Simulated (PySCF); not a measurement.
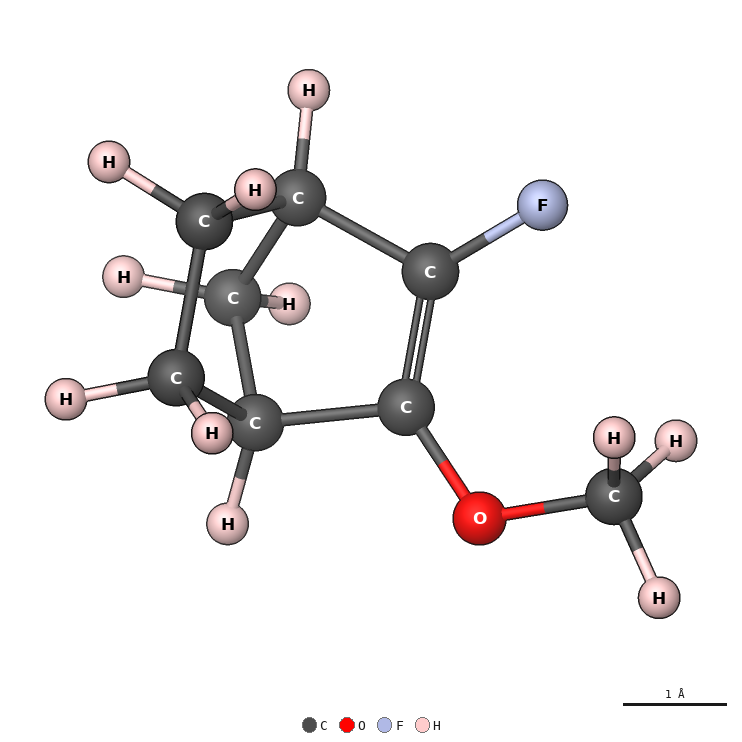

Rendered structure (ball-and-stick style).

Description:

Formula C₈H₁₁FO. As SMILES it reads `COC1=C(F)[C@@H]2CC[C@H]1C2`. Independent rings (smallest set): 2 of 5 members. Among its groups: ether, alkene, C–F bond. This geometry has C1 symmetry. Coordination, clear cases only: 5 C tetrahedral; 1 O bent; 2 C trigonal planar.

More results for the same structure follow; atom numbers are the same in all pictures, views and colours differ. The geometry was computed by an optimisation with PBE0-D3(BJ)/def2-SVP. No frequency run is at hand to confirm it as a minimum.

## Electronic properties

No frequency run is at hand to confirm it as a minimum. Level of theory: PBE0/pcSseg-1 in dichloromethane (IEF-PCM) (PySCF 2.14.0).

What is the dipole moment?

0.73 D.

What is the HOMO energy (Kohn–Sham orbital)?

−5.96 eV.

Estimate the LUMO energy (Kohn–Sham orbital).

1.19 eV.

## NMR shielding

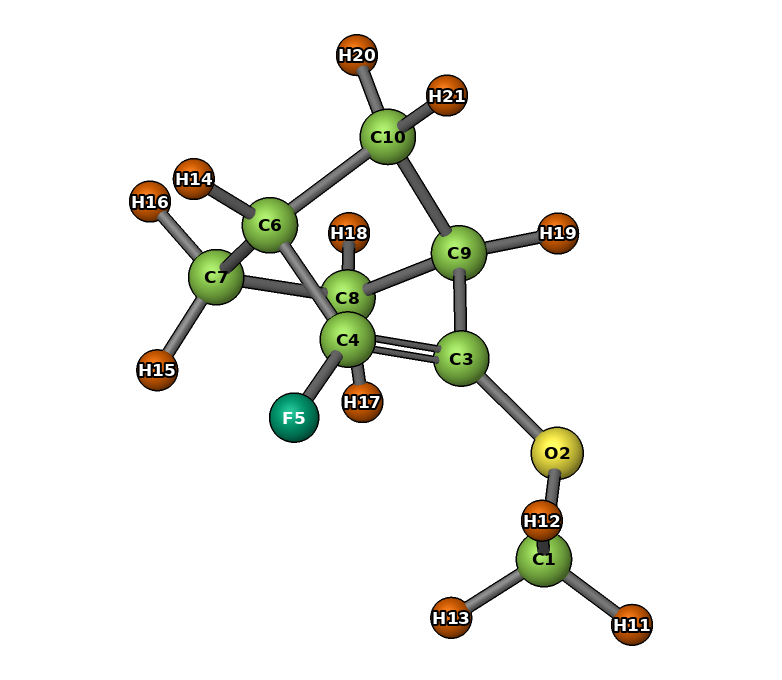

The questions are on isotropic NMR shieldings of the C atoms. No frequency run is at hand to confirm it as a minimum. Level of theory: GIAO PBE0/pcSseg-1 NMR shielding, non-relativistic, IEF-PCM tetrahydrofuran (PySCF 2.14.0).

Give the isotropic NMR shieldings of the C atoms atom by atom.

```tsv
atom	σ (ppm)
C1	126.2
C3	39.6
C4	37.5
C6	139.3
C7	155.0
C8	156.7
C9	138.1
C10	138.5
```

## Quadrupole coupling

No frequency run is at hand to confirm it as a minimum. Electric field gradients from the ground-state density, PBE0/pcSseg-1 in dichloromethane (IEF-PCM) (PySCF 2.14.0), non-relativistic apart from any core potentials.

Give the largest field-gradient component, the quadrupole coupling constant and the asymmetry for 17O at O2 (Q = −25.6 mb).

| atom | V_zz (a.u.) | e²qQ/h (MHz) | η |
| --- | --- | --- | --- |
| O2 | 1.884 | −11.33 | 0.72 |

## Ring current

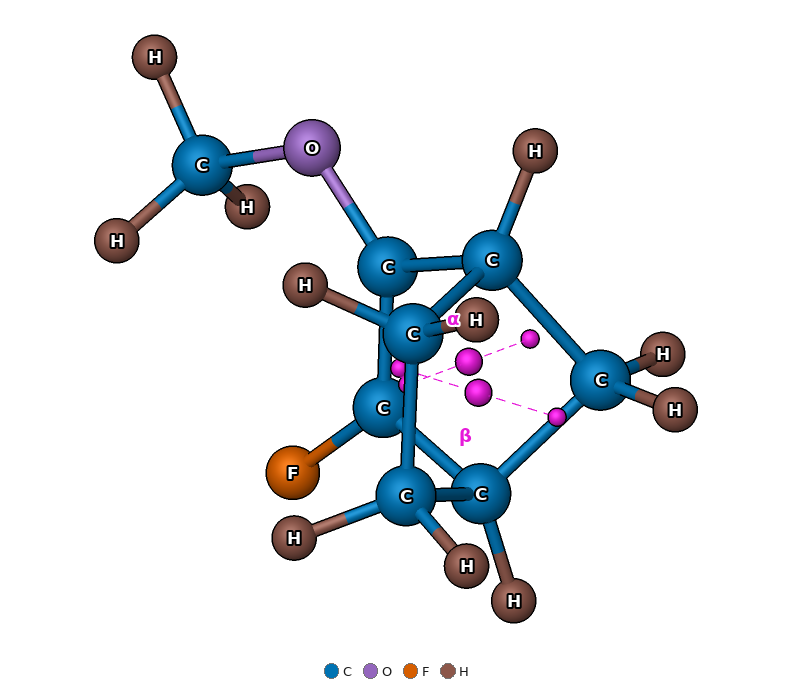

The small points mark where nucleus-independent chemical shifts (NICS) were computed: at the centre of each lettered ring and 1 Å above and below it. No frequency run is at hand to confirm it as a minimum. Properties computed with GIAO PBE0/pcSseg-1 NMR shielding, non-relativistic, IEF-PCM tetrahydrofuran (PySCF 2.14.0).

Give NICS(0), NICS(1) and the out-of-plane component NICS(1)zz for each ring (means of the two sides).

```tsv
ring	members	NICS(0)	NICS(1)	NICS(1)zz
α	C5	−11.9	−7.6	−6.9
β	C5	−9.0	−7.6	−12.8
```

Values in ppm.

What do the values say about the ring currents?

Ring α: weak, as in a non-aromatic ring. NICS is one index among several.
